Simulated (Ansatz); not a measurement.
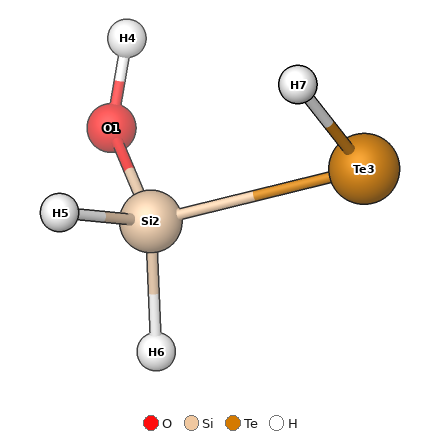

The system is H₄OSiTe, SMILES O[SiH2][TeH]; the picture shows the reference structure. Coordinates scanned: (1) dihedral H4–O1–Si2–Te3; (2) dihedral O1–Si2–Te3–H7. Nothing is relaxed (all other coordinates rigid). Grid: 8 × 8 points. Points are written as (first, second). Energies are in kJ/mol, from the relaxed molecule at the same level. Theory: RKS wB97M-V/def2-SVP in Ansatz.

Its coordinates:

| atom | x (Å) | y (Å) | z (Å) |
| --- | --- | --- | --- |
| O | -1.6277 | -0.0662 | -0.4617 |
| Si | -0.2117 | 0.5873 | 0.1115 |
| Te | 1.2365 | -1.1050 | 1.2514 |
| H | -1.5612 | -0.9076 | -0.9269 |
| H | 0.6196 | 1.1829 | -0.9652 |
| H | -0.6061 | 1.6021 | 1.1100 |
| H | 2.1504 | -1.2935 | -0.1191 |

Range: dihedral H4–O1–Si2–Te3 from −180 to 135°; dihedral O1–Si2–Te3–H7 from −180 to 135°.

**What will the energy surface look like?**

The lowest grid point is at (−45°, 90°), 0.20 kJ/mol from the relaxed molecule at the same level. A higher local minimum lies near (−45°, −45°) (0.41 kJ/mol above the lowest at that grid point). The highest grid point, (−180°, 0°), lies 19.7 kJ/mol above the lowest. On the interpolated surface the easiest way out of the lowest well to its copy in the next cell or period passes a barrier of about 11 kJ/mol. Round the minimum the valley is somewhat tilted: raising dihedral H4–O1–Si2–Te3 shifts the best value of dihedral O1–Si2–Te3–H7 downwards (coupling k₁₂/√(k₁₁k₂₂) about 0.2).

```
dihedral O1–Si2–Te3–H7 ↓, dihedral H4–O1–Si2–Te3 →  −180  −135   −90   −45     0    45    90   135
                                               135  15.0  14.4   6.4   3.1   9.7  12.9  11.3  11.9
                                                90  10.3   9.7   3.9   0.2   2.3   4.9   7.0   9.0
                                                45  14.9  13.1   8.7   7.6   8.9   7.6   9.5  13.6
                                                 0  19.9  17.9  11.8  11.5  17.0  16.0  14.7  17.4
                                               −45  12.4  11.4   3.9   0.6   6.4   9.4   8.9  10.0
                                               −90  10.7   9.8   4.4   0.8   2.7   5.1   7.4   9.7
                                              −135  17.4  14.8  10.9  10.9  12.0   9.9  11.9  16.5
                                              −180  19.2  16.7  10.1  10.5  16.5  14.8  12.9  16.2
```

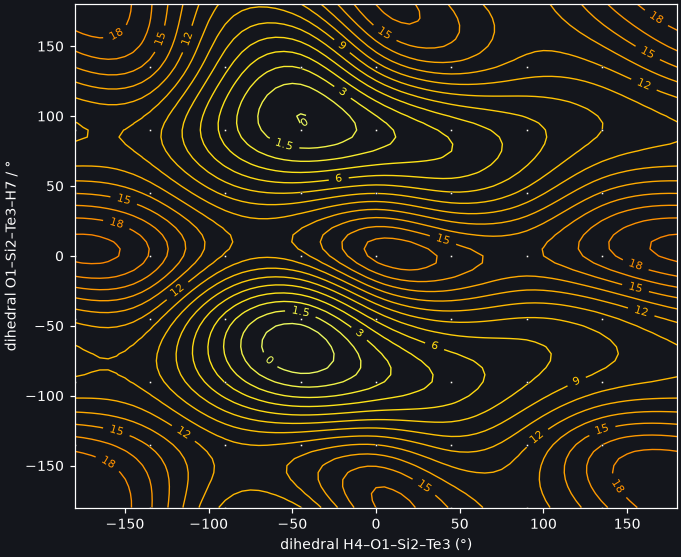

Drawn: contour lines labelled in kJ/mol (none above 21), dots at the grid points. Between grid points the surface is interpolated.

The whole map (64 points run) took 19 min on 1 thread of Arm Neoverse V1, with other jobs on the host.
